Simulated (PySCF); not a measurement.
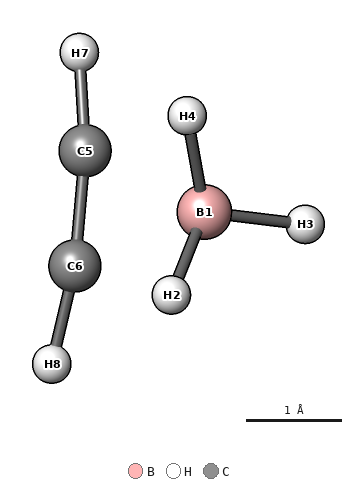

The input geometry of the first run (ball-and-stick view, seen at a tilt; atoms are numbered from 1 in the order of the input).

**Two runs on C₂H₅B**

System: C₂H₅B.
Method of the first run: RKS r2SCAN-D4/def2-TZVPP, density fitting (PySCF 2.14.0).

The geometry comes from this level: PBE0-D4/def2-TZVP. Text and figures count atoms from 1; the logs count them from 0 in places.

## Input file, the first run
```python
import json, numpy as np
from pyscf import gto, scf, dft, mp, cc
EV, BOHR = 27.211386245988, 0.529177210903
mol = gto.M(atom="""
B -0.447026 -0.517598 -0.430773
H -0.293764 -1.538052 0.198255
H -1.571770 -0.146386 -0.615761
H 0.253300 -0.678058 -1.402593
C 0.644307 0.906153 -0.016200
C 0.293109 0.353594 1.013228
H 1.035689 1.558508 -0.764503
H 0.086155 0.061939 2.018448
""", basis="def2-tzvpp", charge=0, spin=0, max_memory=7225, verbose=0)
def mean_field(mol, dm=None):
    mf = dft.RKS(mol, xc="r2scan").density_fit()
    mf.conv_tol = 1e-9; mf.grids.level = 4
    mf.kernel(dm0=dm)
    if not mf.converged: mf = mf.newton().run(mf.mo_coeff, mf.mo_occ)
    assert mf.converged
    return mf
def d4(mol):
    from pyscf.dispersion.dftd4 import DFTD4Dispersion
    real = gto.M(atom=[(mol.atom_pure_symbol(i), mol.atom_coord(i)) for i in range(8)], unit='B', charge=mol.charge, spin=None, basis='def2-svp', verbose=0)
    r = DFTD4Dispersion(real, xc="r2scan", atm=True).get_dispersion(grad=True); return r["energy"], r["gradient"]
def energy_and_gradient(mol, dm=None):
    mf = mean_field(mol, dm); e, g = d4(mol)
    return mf, (mf.e_tot + e) * EV, (mf.nuc_grad_method().kernel()[:8] + g) * EV / BOHR
out = {}
mf = mean_field(mol); e = d4(mol)[0]
out.update(energy=(mf.e_tot + e) * EV, converged=True, dispersion=e * EV)
out['s2'] = mf.spin_square()[0]; out['nelec'] = mol.nelec
print(f"Total energy {out['energy']:.6f} eV, <S^2> {out['s2']:.4f}")
json.dump(out, open("out.json", "w"), default=float)
```

Command:
```bash
OMP_NUM_THREADS=4 python run.py
```

Hardware: 4 threads of Arm Neoverse V1, 23 GiB of memory available, shared host.

## Output (the first run)
```
Total energy -2827.702216 eV, <S^2> 0.0000
```

For the second run the input was changed thus:
```diff
-B -0.447026 -0.517598 -0.430773
-H -0.293764 -1.538052 0.198255
-H -1.571770 -0.146386 -0.615761
-H 0.253300 -0.678058 -1.402593
-C 0.644307 0.906153 -0.016200
-C 0.293109 0.353594 1.013228
-H 1.035689 1.558508 -0.764503
-H 0.086155 0.061939 2.018448
+B -0.086281 -0.402640 -1.219370
+H 0.295036 -0.981684 1.389251
+H -0.269710 -0.011752 -2.335466
+H 0.097647 -1.571759 -1.030325
+C -0.079652 0.548626 -0.015339
+C 0.128083 0.078714 1.221411
+H -0.241628 1.618935 -0.130008
+H 0.141073 0.716227 2.101976
```

How does the second run compare with the first run?

With the same method and basis, the second run lies 43.4 kcal/mol lower.

## Output (the second run)
```
Total energy -2829.585107 eV, <S^2> 0.0000
```

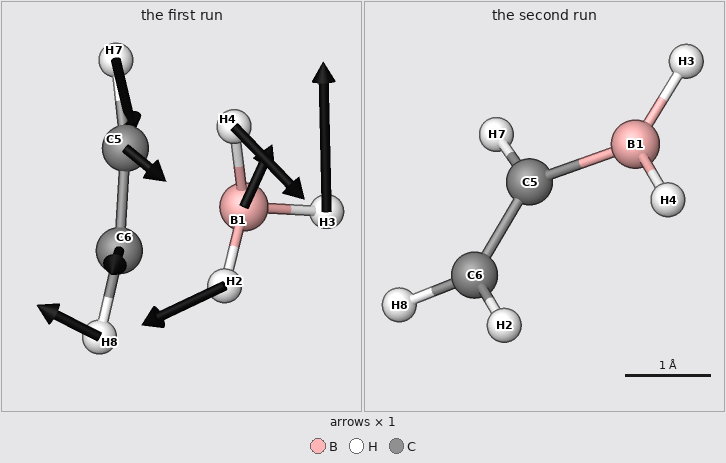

The two input geometries at one scale (ball-and-stick view, seen at a tilt). The black arrows on the first give the shifts of the atoms after the best rigid fit, at true length. The largest move after the best rigid fit is that of H3, 1.81 Å. By element the largest moves are H 1.81 Å, B 0.83 Å, C 0.64 Å. Among the contacts that change: B1–H2 1.209 → 2.699 Å, H2–C6 2.142 → 1.087 Å, B1–C5 1.841 → 1.534 Å, C5–C6 1.220 → 1.339 Å.

## The two runs side by side

| quantity | the first run | the second run |
| --- | --- | --- |
| outcome | converged | converged |
| total energy (hartree) | −103.916140 | −103.985335 |
| basis functions | 163 | 163 |
| wall time (shared host) | 17 s | 16 s |
